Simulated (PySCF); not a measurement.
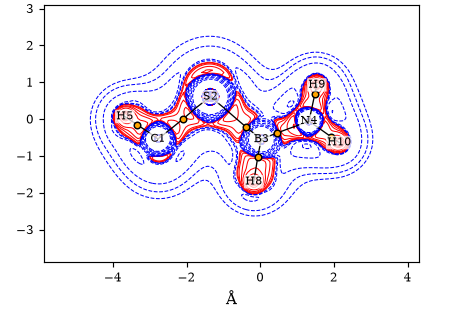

*CH6BNS, SMILES `CSBN`. Negative Laplacian of the density (−∇²ρ) in a plane through 8 of the atoms (solid red lines positive, dashed blue lines negative, contours at ±0.02 to ±8 a.u.), with bond paths and bond critical points (dots).*

Computed with PySCF, HF/6-311+G**, geometry: GFN2-xTB. No frequency check shows the geometry to be a minimum. GFN2-xTB bond lengths at metals and heavier atoms can be off by up to 0.1 Å and shapes distorted, which carries into these values.

Input script:

```python
import numpy as np
from pyscf import gto, scf, dft
from pyscf.scf import atom_ks, atom_hf
from scipy.linalg import block_diag

def solve(mol, dm0=None, hcore=None):
    mf = scf.UHF(mol) if mol.spin else scf.RHF(mol)
    mf = mf.density_fit(auxbasis='def2-universal-jkfit')
    mf.conv_tol, mf.max_cycle = 1e-8, 80
    if hcore is not None:
        mf.get_hcore = lambda *args: hcore
    mf.kernel(dm0)
    if not mf.converged:
        mf = mf.newton().run(mf.mo_coeff, mf.mo_occ, max_cycle=30)
    assert mf.converged, 'SCF not converged'
    return mf

mol = gto.M(atom='''
C     -1.92196    -0.49511     0.00014
S     -0.47803     0.62266     0.00002
B      0.88393    -0.55678    -0.00025
N      2.18620    -0.08783     0.00004
H     -2.80863     0.12999    -0.00097
H     -1.90202    -1.11277     0.89202
H     -1.90135    -1.11419    -0.89162
H      0.65687    -1.70420     0.00030
H      2.41711     0.89156    -0.00031
H      2.99531    -0.68361     0.00048
''', basis='6-311+g**', charge=0, spin=0, verbose=4)
mf = solve(mol)
mf.analyze()
# spherically averaged free atoms, for the promolecule
atm = scf.atom_hf.get_atm_nrhf(mol)
pro = block_diag(*[(atm[a[0]][2] * atm[a[0]][3]) @ atm[a[0]][2].T for a in mol._atom])
np.savez('result.npz', e=mf.e_tot, c=mf.mo_coeff, occ=mf.mo_occ, eps=mf.mo_energy, pro=pro, dip=mf.dip_moment(verbose=0), s2=mf.spin_square()[0])
```

Command:

```sh
OMP_NUM_THREADS=1 python input.py
```

The run took 1.9 s on 1 thread of Arm Neoverse V2, with other jobs on the host, peak memory 0.4 GiB.

Partitions, critical points and surface values were worked out afterwards from this run's density.

Question: Sort the bonds in the plane by the sign of ∇²ρ at their critical points.

Answer: Concentrated (∇²ρ < 0): N4–H10 (−1.78 a.u.); N4–H9 (−1.76 a.u.); C1–H5 (−1.05 a.u.); B3–H8 (−0.16 a.u.); C1–S2 (−0.34 a.u.); S2–B3 (−0.08 a.u.). Depleted (∇²ρ > 0): B3–N4 (+0.71 a.u., H = −0.192). A positive Laplacian with clearly negative H marks a strongly polar covalent bond, whose critical point lies close to the core of the less electronegative atom.

Question: Where along N4–H10 does the critical point lie?

Answer: 0.74 Å from N4 and 0.26 Å from H10.
